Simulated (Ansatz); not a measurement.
## Fields on a plane of ZrGe2 (space group Cmcm)

```yaml
crystal:
  lattice:
    - [1.89763, -7.45842, 0.00000]
    - [1.89763, 7.45842, 0.00000]
    - [0.00000, 0.00000, 3.76411]
  atoms:
    - { symbol: Zr, position: [0.10453, 0.89547, 0.75000] }
    - { symbol: Zr, position: [0.89547, 0.10453, 0.25000] }
    - { symbol: Ge, position: [0.44046, 0.55954, 0.75000] }
    - { symbol: Ge, position: [0.55954, 0.44046, 0.25000] }
    - { symbol: Ge, position: [0.25024, 0.74976, 0.25000] }
    - { symbol: Ge, position: [0.74976, 0.25024, 0.75000] }
```

The slice is a (130) plane (indices of the conventional cell) through the point (0.441, 0.559, 0.750) (fractional), spanned by u = [001] and v = [210] in vectors of this cell: u (3.76 Å) and v (9.38 Å, at 90° to u). It covers one period; positions are fractions (u, v).

Atoms on it: Zr at (0.00, 0.33); Ge at (0.00, 0.00); Ge at (0.00, 0.64), 0.2 Å off the plane. Other atoms lie within 1 Å of the plane.

All values below come from PBEsol (plane waves to 420 eV, PAW, scalar-relativistic; Ansatz, an electronic-structure program). k mesh 13×13×12. Near the nuclei the fields are pseudised (PAW); where an atom keeps semicore shells as valence, they peak there. ZrGe2 is run without spin polarisation. ZrGe2 was relaxed with its symmetry unable to fall.

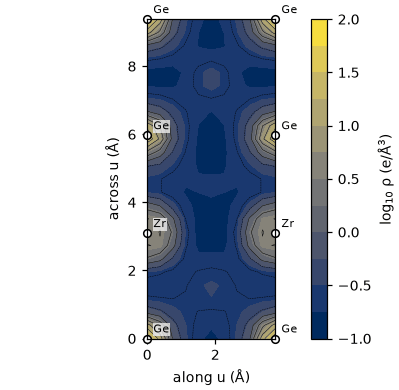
Figure: Log₁₀ of the valence density in e/Å³, one period of the plane, atoms marked. The scale is logarithmic, as a density can span decades between atoms and voids.

```
v \ u  0.00  0.20  0.40  0.60  0.80
-----  ----  ----  ----  ----  ----
0.88    5.7   7.3   3.8   3.8   7.3
0.75    3.7   7.0   5.1   5.1   7.0
0.62      x     x   9.1   9.1     x
0.50    5.9   8.4   8.4   8.4   8.4
0.38      x     x   8.4   8.4     x
0.25      x  <2.0   8.3   8.3  <2.0
0.12    4.6   7.5   4.7   4.7   7.5
0.00      x     x   8.8   8.8     x
```

Values: electrostatic potential energy of an electron, from the cell's mean, in eV. Points within 1 Å of a nucleus are blanked (x), as the pseudised field means little there. Values under 2 eV are set to 2. The zero, the cell's mean, hangs on the PAW cores.
